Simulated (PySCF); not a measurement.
# BHO2 (SMILES O=BO): levels of theory compared

We compute a comparison of 6 runs (BHLYP/def2-TZVPP, CAM-B3LYP/def2-TZVPP, M06-2X/def2-TZVPP, M06-L/def2-TZVPP, PBE0/def2-TZVPP, revPBE/def2-TZVPP) of BHO2. The job is set up through a Python script.

The results are computed with PySCF 2.14.0.

3 further runs of the same task are left out: 3 set aside as unsound or not needed.

**1. The structure to begin with**

BHO2: 4 atoms, total charge 0, spin state singlet. As SMILES, `O=BO`. Geometry: relaxed at PBE0-D4/def2-TZVP.

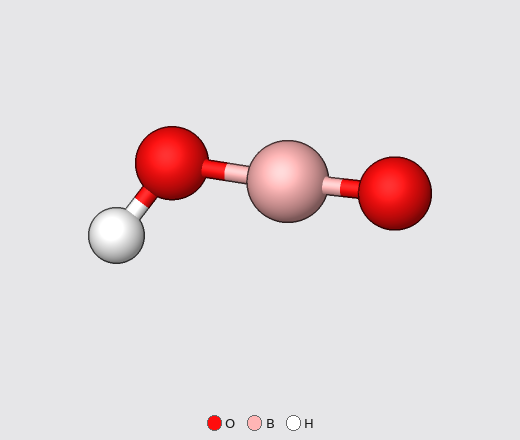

The structure, seen from a chosen angle (oxygen red, boron pink, hydrogen white).

**2. A single-point energy at BHLYP/def2-TZVPP (run 1)**

Input file calc.py:

```python
# O=BO
from pyscf import gto, dft

mol = gto.Mole()
mol.atom = '''
O       -1.555100       0.523500       0.428500
B       -0.423900       0.132000       0.248600
O        0.816700      -0.302000       0.108600
H        1.162300      -0.353500      -0.785700
'''
mol.spin = 0
mol.basis = 'def2-tzvpp'
mol.charge = 0
mol.verbose = 3
mol.max_memory = 1860
mol.build()

mf = dft.RKS(mol, xc='bhandhlyp')
mf.grids.level = 5
mf.conv_tol = 1e-10
mf.kernel()
if not mf.converged:
    mf = mf.newton().run(mf.mo_coeff, mf.mo_occ)

energy = mf.e_tot
print('E(%s) = %.9f' % ('BHLYP', energy))
```

Started as:

```
OMP_NUM_THREADS=1 python calc.py
```

The log of the run:

```text
converged SCF energy = -175.978740881929
E(BHLYP) = -175.978740882
```

It took 21 s on 1 thread of Intel Xeon at 2.70GHz, shared host; peak memory 0.53 GiB.

**3. The energy at CAM-B3LYP/def2-TZVPP (run 2)**

Input file calc.py:

```python
from pyscf import gto, dft

mol = gto.M(
    atom='''
O     -1.555100     0.523500     0.428500
B     -0.423900     0.132000     0.248600
O      0.816700    -0.302000     0.108600
H      1.162300    -0.353500    -0.785700
''',
    charge=0,
    verbose=3,
    max_memory=1860,
    basis='def2-tzvpp',
)

myscf = dft.RKS(mol)
myscf.xc = 'cam-b3lyp'
myscf.grids.level = 5
myscf.conv_tol = 1e-10
myscf.kernel()
if not myscf.converged:
    myscf = myscf.newton().run(myscf.mo_coeff, myscf.mo_occ)

energy = myscf.e_tot
print(f'total energy: {energy:.8f} hartree')
```

Started as:

```
OMP_NUM_THREADS=1 python calc.py
```

The log of the run:

```text
converged SCF energy = -176.002561008268
total energy: -176.00256101 hartree
```

It took 27 s on 1 thread of Intel Xeon at 2.70GHz, shared host; peak memory 0.54 GiB.

Runs 3 to 5 aren't shown in full; the table further down has their settings and results.

**4. The energy at revPBE/def2-TZVPP (run 6)**

Input file start.xyz:

```xyz
4
BHO2
O     -1.555100     0.523500     0.428500
B     -0.423900     0.132000     0.248600
O      0.816700    -0.302000     0.108600
H      1.162300    -0.353500    -0.785700
```

Input file calc.py:

```python
from pyscf import gto, dft

mol = gto.M(
    atom='start.xyz',
    verbose=3,
    basis='def2-tzvpp',
    spin=0,
    max_memory=1860,
    charge=0,
)

mf = dft.RKS(mol, xc='revpbe')
mf.conv_tol = 1e-10
mf.grids.level = 5
mf.kernel()
if not mf.converged:
    mf = mf.newton().run(mf.mo_coeff, mf.mo_occ)

e_final = mf.e_tot
print(f'total energy: {e_final:.8f} hartree')
```

Started as:

```
OMP_NUM_THREADS=1 python calc.py
```

The log of the run:

```text
converged SCF energy = -176.007712095609
total energy: -176.00771210 hartree
```

Run time: 19 s. Hardware: 1 thread of Intel Xeon at 2.70GHz, shared host; peak memory 0.53 GiB.

**5. Overview of the runs**

```csv
run,level,energy (Eh),dipole moment (D),HOMO energy (eV),LUMO energy (eV),wall time
1,BHLYP/def2-TZVPP,-175.978741,4.00,-10.92,0.08,21 s
2,CAM-B3LYP/def2-TZVPP,-176.002561,3.90,-10.89,0.24,27 s
3,M06-2X/def2-TZVPP,-176.000201,3.93,-11.02,0.09,28 s
4,M06-L/def2-TZVPP,-176.035546,3.78,-7.94,-0.44,30 s
5,PBE0/def2-TZVPP,-175.865238,3.86,-9.39,-0.48,21 s
6,revPBE/def2-TZVPP,-176.007712,3.71,-7.69,-1.27,19 s
```

**6. Outcome**

| quantity | value |
| --- | --- |
| run 6: total energy | -176.00771 Eh |
| run 6: dipole moment | 3.71 D |
| run 6: HOMO energy | -7.69 eV |
| run 6: LUMO energy | -1.27 eV |
| run 6: HOMO–LUMO gap | 6.42 eV |

What this shows: The dipole moment (its size) runs from 3.71 D (revPBE/def2-TZVPP) to 4.00 D (BHLYP/def2-TZVPP). The HOMO–LUMO gap runs from 6.42 eV (revPBE/def2-TZVPP) to 11.13 eV (CAM-B3LYP/def2-TZVPP). Totals of different functionals can't be ranked against each other. All runs together took 2.4 min, the longest 30 s.
